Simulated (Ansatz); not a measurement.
**Run report: CH4BFO, molecular dynamics (part 2 of 2)**

Continued. System: CH4BFO. Method: RKS LDA/def2-SVP (Ansatz 0.2.0). It belongs to a series of runs on one base structure; here: dynamics from the start.

## What the program printed, continued
```
md step   122: t =    30.50 fs  T =   423.3 K  F+E_penalty+E_count = -6490.52568225 eV  E_kin = 0.328289 eV  conserved = -6490.19739280 eV  (28 SCF iters)
md step   123: t =    30.75 fs  T =   400.4 K  F+E_penalty+E_count = -6490.50776919 eV  E_kin = 0.310506 eV  conserved = -6490.19726315 eV  (27 SCF iters)
md step   124: t =    31.00 fs  T =   384.9 K  F+E_penalty+E_count = -6490.49564268 eV  E_kin = 0.298476 eV  conserved = -6490.19716673 eV  (27 SCF iters)
md step   125: t =    31.25 fs  T =   378.7 K  F+E_penalty+E_count = -6490.49079865 eV  E_kin = 0.293681 eV  conserved = -6490.19711739 eV  (27 SCF iters)
md step   126: t =    31.50 fs  T =   382.8 K  F+E_penalty+E_count = -6490.49398645 eV  E_kin = 0.296866 eV  conserved = -6490.19712068 eV  (27 SCF iters)
md step   127: t =    31.75 fs  T =   397.1 K  F+E_penalty+E_count = -6490.50512384 eV  E_kin = 0.307951 eV  conserved = -6490.19717310 eV  (27 SCF iters)
md step   128: t =    32.00 fs  T =   420.4 K  F+E_penalty+E_count = -6490.52334763 eV  E_kin = 0.326083 eV  conserved = -6490.19726419 eV  (27 SCF iters)
md step   129: t =    32.25 fs  T =   451.0 K  F+E_penalty+E_count = -6490.54717498 eV  E_kin = 0.349796 eV  conserved = -6490.19737901 eV  (25 SCF iters)
md step   130: t =    32.50 fs  T =   486.4 K  F+E_penalty+E_count = -6490.57473232 eV  E_kin = 0.377231 eV  conserved = -6490.19750175 eV  (27 SCF iters)
md step   131: t =    32.75 fs  T =   524.0 K  F+E_penalty+E_count = -6490.60400145 eV  E_kin = 0.406383 eV  conserved = -6490.19761836 eV  (27 SCF iters)
md step   132: t =    33.00 fs  T =   561.3 K  F+E_penalty+E_count = -6490.63304143 eV  E_kin = 0.435323 eV  conserved = -6490.19771824 eV  (28 SCF iters)
md step   133: t =    33.25 fs  T =   596.2 K  F+E_penalty+E_count = -6490.66015907 eV  E_kin = 0.462364 eV  conserved = -6490.19779494 eV  (28 SCF iters)
md step   134: t =    33.50 fs  T =   626.9 K  F+E_penalty+E_count = -6490.68401616 eV  E_kin = 0.486170 eV  conserved = -6490.19784593 eV  (28 SCF iters)
md step   135: t =    33.75 fs  T =   652.2 K  F+E_penalty+E_count = -6490.70367561 eV  E_kin = 0.505804 eV  conserved = -6490.19787207 eV  (28 SCF iters)
md step   136: t =    34.00 fs  T =   671.4 K  F+E_penalty+E_count = -6490.71859638 eV  E_kin = 0.520720 eV  conserved = -6490.19787641 eV  (28 SCF iters)
md step   137: t =    34.25 fs  T =   684.3 K  F+E_penalty+E_count = -6490.72859296 eV  E_kin = 0.530730 eV  conserved = -6490.19786303 eV  (28 SCF iters)
md step   138: t =    34.50 fs  T =   691.0 K  F+E_penalty+E_count = -6490.73377621 eV  E_kin = 0.535940 eV  conserved = -6490.19783625 eV  (28 SCF iters)
md step   139: t =    34.75 fs  T =   692.0 K  F+E_penalty+E_count = -6490.73448969 eV  E_kin = 0.536690 eV  conserved = -6490.19779976 eV  (28 SCF iters)
md step   140: t =    35.00 fs  T =   687.9 K  F+E_penalty+E_count = -6490.73125399 eV  E_kin = 0.533498 eV  conserved = -6490.19775623 eV  (28 SCF iters)
md step   141: t =    35.25 fs  T =   679.5 K  F+E_penalty+E_count = -6490.72472572 eV  E_kin = 0.527019 eV  conserved = -6490.19770668 eV  (28 SCF iters)
md step   142: t =    35.50 fs  T =   667.9 K  F+E_penalty+E_count = -6490.71567604 eV  E_kin = 0.518024 eV  conserved = -6490.19765167 eV  (28 SCF iters)
md step   143: t =    35.75 fs  T =   654.2 K  F+E_penalty+E_count = -6490.70498283 eV  E_kin = 0.507392 eV  conserved = -6490.19759064 eV  (28 SCF iters)
md step   144: t =    36.00 fs  T =   639.7 K  F+E_penalty+E_count = -6490.69363295 eV  E_kin = 0.496110 eV  conserved = -6490.19752331 eV  (28 SCF iters)
md step   145: t =    36.25 fs  T =   625.7 K  F+E_penalty+E_count = -6490.68272045 eV  E_kin = 0.485270 eV  conserved = -6490.19745058 eV  (28 SCF iters)
md step   146: t =    36.50 fs  T =   613.8 K  F+E_penalty+E_count = -6490.67342692 eV  E_kin = 0.476052 eV  conserved = -6490.19737502 eV  (28 SCF iters)
md step   147: t =    36.75 fs  T =   605.6 K  F+E_penalty+E_count = -6490.66697193 eV  E_kin = 0.469670 eV  conserved = -6490.19730196 eV  (26 SCF iters)
md step   148: t =    37.00 fs  T =   602.5 K  F+E_penalty+E_count = -6490.66452428 eV  E_kin = 0.467285 eV  conserved = -6490.19723965 eV  (28 SCF iters)
md step   149: t =    37.25 fs  T =   605.9 K  F+E_penalty+E_count = -6490.66707491 eV  E_kin = 0.469877 eV  conserved = -6490.19719746 eV  (28 SCF iters)
these checks for a lower state are left out or cut short: starts, cluster_reference, orbital_swaps, neighbouring_geometries, increment
835 factors; their error is unknown
mean field -6490.67528845 eV, -238.5279173127 hartree, gradient 1.3e-5 eV, S^2 0.000000; 0 other end points of the search recorded, 0 dependent functions left out
the calculation of the forces begins
reference -6490.67531548 eV, -238.5279183062 hartree; 16, 16 occupied and 60, 60 virtual orbitals, 835 factors
835 factors; their error is unknown
mean field evaluation 1216: about -6480.7319 eV, gradient 7.0e1 eV
mean field -6490.67528845 eV, -238.5279173127 hartree, gradient 1.3e-5 eV, S^2 0.000000; 1 other end points of the search recorded, 0 dependent functions left out
the calculation of the forces begins
reference -6490.67531548 eV, -238.5279183062 hartree; 16, 16 occupied and 60, 60 virtual orbitals, 835 factors
md step   150: t =    37.50 fs  T =   616.5 K  F+E_penalty+E_count = -6490.67528845 eV  E_kin = 0.478104 eV  conserved = -6490.19718480 eV  (26 SCF iters)
```

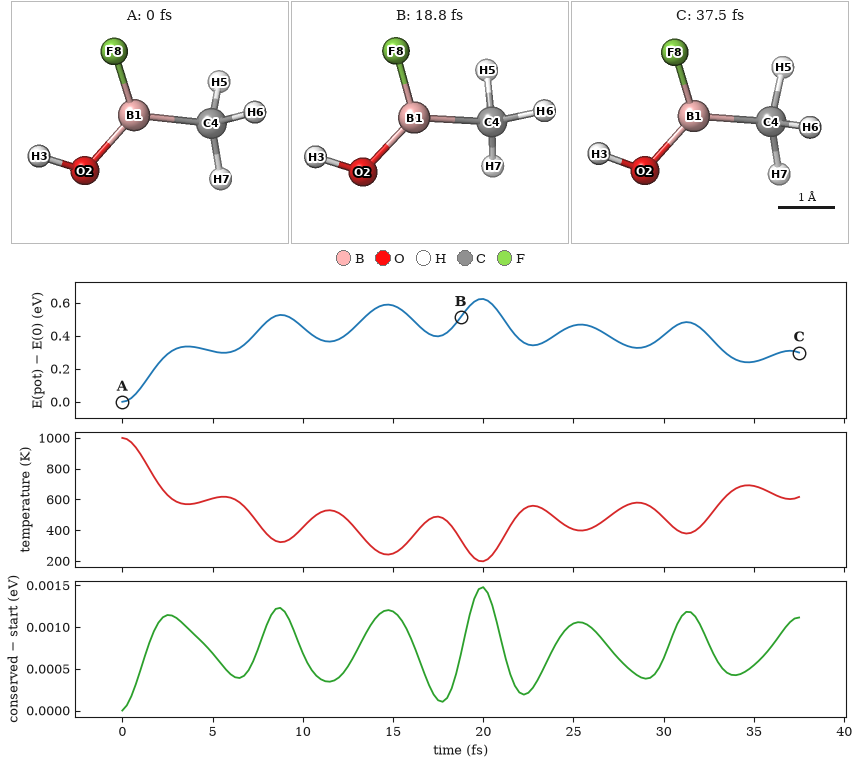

*Frames of the molecular dynamics (ball-and-stick, seen at a tilt) above the curves, on which the letters mark them.*

The trajectory kept here has 151 frames over 37.5 fs. The temperature starts at 1000 K, ranges from 198 to 1000 K and averages 489 K over the second half. The potential energy ends 0.299 eV above its first value. The conserved quantity stays within 0.0015 eV. After an unweighted best fit of the last frame on the first, the root-mean-square displacement is 0.14 Å.

```
Total energy: -6490.67531548 eV, -238.5279183062 hartree
Atom 0 at     0.063830    -0.115260     0.047262 Å, force    -0.529183     0.024900    -0.376359 eV/Å
Atom 1 at    -0.052416     0.161088     1.347110 Å, force     1.844505     0.307334     0.061363 eV/Å
Atom 2 at    -0.902297    -0.081201     1.677849 Å, force    -1.711315    -0.260821     0.670580 eV/Å
Atom 3 at     1.345077     0.000235    -0.781138 Å, force     1.996228    -0.351143    -0.393661 eV/Å
Atom 4 at     1.404157    -0.931166    -1.515159 Å, force     0.012344     1.790145     1.028529 eV/Å
Atom 5 at     1.244622     0.997690    -1.355944 Å, force     0.280175    -1.190526     0.283697 eV/Å
Atom 6 at     2.329589     0.057288    -0.121902 Å, force    -1.666892    -0.103265    -1.185448 eV/Å
Atom 7 at    -1.063418    -0.443191    -0.595711 Å, force    -0.225863    -0.216624    -0.088701 eV/Å
Dipole moment:    -0.055074    -0.032311     0.111467 e Å
```

## Trajectory as extended XYZ (Å, eV, eV/Å), 12 of the 151 frames kept, from step=0 to step=150
```
8
Properties=species:S:1:pos:R:3:forces:R:3 step=0 time_fs=0.0 energy=-6490.97386 temperature=1000.0
B     0.0403   -0.1010    0.0275    0.0023   0.0042   0.0043
O    -0.0260    0.1284    1.3544   -0.0047  -0.0072  -0.0088
H    -0.9352    0.0122    1.6953    0.0036   0.0040   0.0008
C     1.3705    0.0118   -0.7644    0.0010  -0.0011  -0.0061
H     1.6013   -0.9547   -1.2639   -0.0017   0.0071   0.0039
H     1.2674    0.7596   -1.5811    0.0013  -0.0046   0.0052
H     2.2271    0.2970   -0.1230   -0.0029  -0.0008  -0.0014
F    -1.0928   -0.4349   -0.6034    0.0010  -0.0015   0.0020
8
Properties=species:S:1:pos:R:3:forces:R:3 step=14 time_fs=3.5 energy=-6490.63901 temperature=569.6
B     0.0483   -0.0386    0.0318   -1.5975  -1.1082  -0.0927
O    -0.0365    0.1179    1.3676    1.2272   0.4532  -0.3521
H    -0.8712    0.0075    1.8301   -0.7463  -0.1638  -0.0681
C     1.3541    0.0071   -0.7830    2.8826  -0.2945   0.4328
H     1.5598   -1.0650   -1.2409   -0.4297   1.8121   0.4754
H     1.3864    0.8112   -1.5814   -0.2347  -0.7463   0.2383
H     2.3231    0.2512   -0.1090   -1.9364  -0.5243  -1.1159
F    -1.0907   -0.4528   -0.6144    0.8347   0.5717   0.4822
8
Properties=species:S:1:pos:R:3:forces:R:3 step=27 time_fs=6.8 energy=-6490.62865 temperature=555.4
B     0.0415    0.0090    0.0348   -1.7027  -1.7758  -0.3258
O    -0.0394    0.1108    1.3785   -0.4061   0.4161   0.7413
H    -0.8722   -0.0107    1.9355    1.0923   0.0896  -1.4664
C     1.3601    0.0012   -0.7964   -0.0725   0.9654   0.6110
H     1.4827   -1.0125   -1.1828   -0.1141  -0.4415  -0.6842
H     1.4731    0.7927   -1.5650   -0.4222  -0.2928  -0.3807
H     2.2451    0.1628   -0.1892    0.5826   0.1157   0.8198
F    -1.0846   -0.4663   -0.6220    1.0427   0.9233   0.6850
8
Properties=species:S:1:pos:R:3:forces:R:3 step=41 time_fs=10.2 energy=-6490.54531 temperature=448.2
B     0.0175    0.0419    0.0350   -0.6189  -1.9660  -0.1855
O    -0.0423    0.1066    1.3927    2.2679   0.9386  -1.7245
H    -0.8049   -0.0283    1.9239   -1.7759  -0.3648   0.5428
C     1.3655    0.0037   -0.8054   -1.3578   0.8674   1.0417
H     1.3832   -1.0022   -1.1927   -0.0604  -0.9610  -0.7979
H     1.5224    0.7435   -1.5897   -0.2897   0.2823  -0.6633
H     2.2291    0.0767   -0.1836    1.1801   0.2033   1.1188
F    -1.0719   -0.4755   -0.6263    0.6547   1.0003   0.6679
8
Properties=species:S:1:pos:R:3:forces:R:3 step=55 time_fs=13.8 energy=-6490.43035 temperature=300.5
B    -0.0130    0.0538    0.0331    0.8707  -1.6785   0.0719
O    -0.0336    0.1084    1.3981   -0.4667   0.4494  -0.2490
H    -0.8642   -0.0750    1.9190    0.6950   0.1232  -0.9825
C     1.3603    0.0130   -0.8049    1.0027  -1.0936   1.0222
H     1.2819   -1.0713   -1.2789    0.2710   1.6707   0.6971
H     1.5360    0.7129   -1.6735   -0.2409  -0.2738   0.5929
H     2.3171    0.0159   -0.0757   -1.8178   0.0978  -1.4748
F    -1.0555   -0.4786   -0.6265   -0.3141   0.7047   0.3222
8
Properties=species:S:1:pos:R:3:forces:R:3 step=68 time_fs=17.0 energy=-6490.56271 temperature=470.3
B    -0.0329    0.0486    0.0321    2.4060  -0.9823   0.3269
O    -0.0260    0.1134    1.3995   -0.8140   0.2823  -0.5578
H    -0.8874   -0.1128    1.8421    0.6261   0.1572  -0.5396
C     1.3613    0.0140   -0.7956   -0.8025  -0.3760   0.1491
H     1.2134   -0.9963   -1.3024    0.3790   0.4373   0.5011
H     1.5243    0.6660   -1.7022   -0.1137   0.0667   0.7850
H     2.2467   -0.0294   -0.0991   -0.3679   0.1683  -0.5765
F    -1.0420   -0.4777   -0.6250   -1.3130   0.2465  -0.0882
8
Properties=species:S:1:pos:R:3:forces:R:3 step=82 time_fs=20.5 energy=-6490.38327 temperature=240.1
B    -0.0296    0.0328    0.0342    3.0125  -0.3382   0.2364
O    -0.0215    0.1215    1.3963    0.5726   0.5467  -1.4005
H    -0.8784   -0.1469    1.7152   -1.2336  -0.3361   0.7422
C     1.3522    0.0135   -0.7843   -3.2331   1.2594   0.1005
H     1.1748   -0.8962   -1.2895    0.0091  -2.2398  -0.7671
H     1.5007    0.6335   -1.6602    0.1246   1.1196  -0.2975
H     2.1694   -0.0634   -0.1562    2.4461  -0.0090   1.5777
F    -1.0350   -0.4751   -0.6237   -1.6981  -0.0026  -0.1918
8
Properties=species:S:1:pos:R:3:forces:R:3 step=95 time_fs=23.8 energy=-6490.58750 temperature=502.7
B     0.0012    0.0141    0.0383    1.4000  -0.3871  -0.0238
O    -0.0166    0.1316    1.3855   -2.1474  -0.5111  -0.0419
H    -0.9450   -0.1957    1.6527    1.4543   0.6327  -0.0377
C     1.3219    0.0197   -0.7727    1.2893  -1.1866   0.2201
H     1.1516   -0.9724   -1.3257    0.4974   0.5905   0.5030
H     1.4875    0.7009   -1.6325   -0.0628   0.3426   0.2962
H     2.2747   -0.0887   -0.1024   -1.3357   0.3302  -1.0714
F    -1.0376   -0.4725   -0.6234   -1.0952   0.1889   0.1556
8
Properties=species:S:1:pos:R:3:forces:R:3 step=109 time_fs=27.2 energy=-6490.59509 temperature=512.5
B     0.0476   -0.0102    0.0426   -1.2667  -0.5688  -0.1206
O    -0.0234    0.1398    1.3726    0.0524   0.0959  -0.1530
H    -0.9030   -0.1938    1.5968   -0.6617  -0.0320   0.6448
C     1.2996    0.0177   -0.7598    3.0665  -1.0216  -1.5320
H     1.1763   -1.0087   -1.3216    0.4196   1.4347   0.5196
H     1.4646    0.8075   -1.5697   -0.3313  -0.6748   0.7502
H     2.2752   -0.0823   -0.1355   -1.2661   0.3170  -0.7443
F    -1.0466   -0.4685   -0.6219   -0.0127   0.4495   0.6353
8
Properties=species:S:1:pos:R:3:forces:R:3 step=123 time_fs=30.8 energy=-6490.50777 temperature=400.4
B     0.0812   -0.0406    0.0458   -2.9071  -0.5588  -0.0958
O    -0.0313    0.1483    1.3590   -0.0274  -0.0725   0.4661
H    -0.9128   -0.1870    1.6066   -0.2644   0.1649   0.3516
C     1.3024    0.0074   -0.7606    0.0235   1.1194  -1.3284
H     1.2463   -0.9166   -1.2787    0.0061  -1.3871  -1.4774
H     1.4071    0.8562   -1.4388   -0.2191   0.2659  -0.6030
H     2.1786   -0.0425   -0.2249    2.7054   0.0386   1.9370
F    -1.0558   -0.4618   -0.6168    0.6832   0.4298   0.7500
8
Properties=species:S:1:pos:R:3:forces:R:3 step=136 time_fs=34.0 energy=-6490.71860 temperature=671.4
B     0.0856   -0.0742    0.0476   -2.7134  -0.5010  -0.2072
O    -0.0386    0.1559    1.3494   -1.2968  -0.5649   1.3465
H    -0.9524   -0.1656    1.6521    1.3184   0.7089  -0.3999
C     1.3123    0.0040   -0.7712    2.7234  -0.1823   0.4241
H     1.3189   -0.9245   -1.3606    0.0897  -0.0015  -0.6715
H     1.3304    0.9188   -1.3656   -0.0516   0.2832  -0.7338
H     2.2727    0.0032   -0.1693   -0.6697   0.0664  -0.2560
F    -1.0610   -0.4534   -0.6080    0.6000   0.1913   0.4978
8
Properties=species:S:1:pos:R:3:forces:R:3 step=150 time_fs=37.5 energy=-6490.67529 temperature=616.5
B     0.0638   -0.1153    0.0473   -0.5292   0.0249  -0.3764
O    -0.0524    0.1611    1.3471    1.8445   0.3073   0.0614
H    -0.9023   -0.0812    1.6778   -1.7113  -0.2608   0.6706
C     1.3451    0.0002   -0.7811    1.9962  -0.3511  -0.3937
H     1.4042   -0.9312   -1.5152    0.0123   1.7901   1.0285
H     1.2446    0.9977   -1.3559    0.2802  -1.1905   0.2837
H     2.3296    0.0573   -0.1219   -1.6669  -0.1033  -1.1854
F    -1.0634   -0.4432   -0.5957   -0.2259  -0.2166  -0.0887
```

This output came from the following input.

## Input file
```yaml
crystal:
  periodic: [false, false, false]
  atoms:
    - { symbol: B, position_ang: [0.040297, -0.100956, 0.027478] }
    - { symbol: O, position_ang: [-0.02602, 0.128428, 1.35442] }
    - { symbol: H, position_ang: [-0.93524, 0.012223, 1.695305] }
    - { symbol: C, position_ang: [1.370463, 0.0118, -0.764449] }
    - { symbol: H, position_ang: [1.601258, -0.954716, -1.263941] }
    - { symbol: H, position_ang: [1.267424, 0.759645, -1.581072] }
    - { symbol: H, position_ang: [2.227107, 0.297011, -0.123029] }
    - { symbol: F, position_ang: [-1.092788, -0.434934, -0.603412] }
basis:
  gaussian: { orbitals: def2-SVP }
hamiltonian:
  xc: lda
md:
  timestep: 0.25
  n_steps: 150
  ensemble: nve
  temperature: 1000.0
  initial_velocities: maxwell_boltzmann
  seed: 827272
```

Launched with:
```bash
ansatz run input.yaml --threads 1 --pin off --max-ram 2048MiB --backend cpu --events-out ev --progress --plain --runs-dir out
```

## Summary

```tsv
quantity	value
outcome	finished
mean temperature over the second half	489 K
trajectory	150 steps, 37.5 fs
ensemble	nve
temperature in the input	1000.0 K
time step	0.25 fs
potential energy (last step)	−6490.6753 eV
mean-field energy (last step)	−6490.6753 eV
largest force (length of the vector) (last step)	2.065 eV/Å
hardware	1 thread of Intel Xeon (Granite Rapids), 32 GiB of memory available, shared host
wall time	1.9 min
peak memory	0.14 GiB
```

So short a trajectory is not equilibrated.
